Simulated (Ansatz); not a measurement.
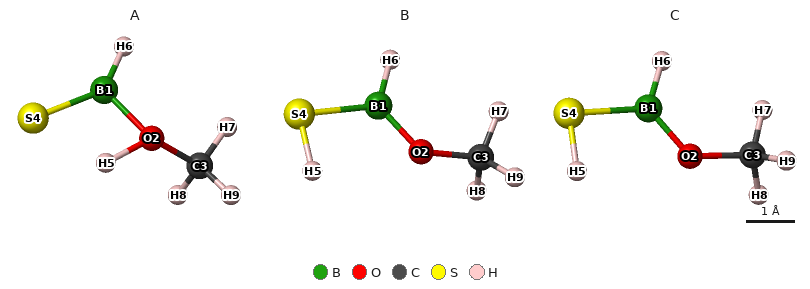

3 geometries from a converged minimum-energy path of CH$_{5}$BOS, shuffled. A ball-and-stick model, seen from a free direction.

Level of theory: Ansatz, RKS r2SCANh-D4/def2-SVP. Set-up: 5 movable images; climbing image; force threshold 0.05 eV/Å; iteration limit 60; starting path through a guess of the saddle point.

**One of them is the converged climbing image. Which?**

A. In order along the path, whose images run from 0 to 6: C (image 0, 0.00 eV), B (image 1, +0.03 eV), A (image 5, +1.83 eV). A hydrogen atom shifts from one atom to another. Breaking: S4–H5 (1.35 → 1.80 at the top → 2.52 Å). Forming: O2–H5 (2.63 → 1.16 at the top → 0.98 Å).

Cost: 3.8 min on 2 threads of Arm Neoverse V1 (shared host), peak memory 0.19 GiB.
